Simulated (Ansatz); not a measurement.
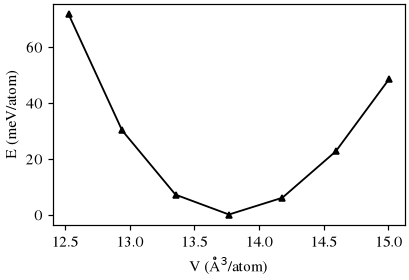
Figure. V2Ge in space group P6_3/mmc (No. 194; Ge on 2c, V on 2a, V on 2d) under volume change, the program Ansatz at the PBE level (PAW), shape and atoms relaxed at each volume.

Problem. What does a third-order Birch–Murnaghan fit give for V₀, B₀ and B′?

Solution. V₀ = 13.78 Å³/atom, B₀ = 167 GPa, B′ = 5.0.

A made-up cell: these elements were put on the sites of a structure type; neither database checked (COD, Materials Project) lists it. Its standing as an ambient phase is unchecked. The cell was relaxed with PBE under the symmetry of its start; whether a distortion lowers the energy is not shown. Spin order of the final state: ferromagnetic, chosen from 5 collinear starts compared on coarse meshes (ties went to the first, and starts can fall back to one state), not a proven ground state.

Potentials: the later of the program's two PAW sets.
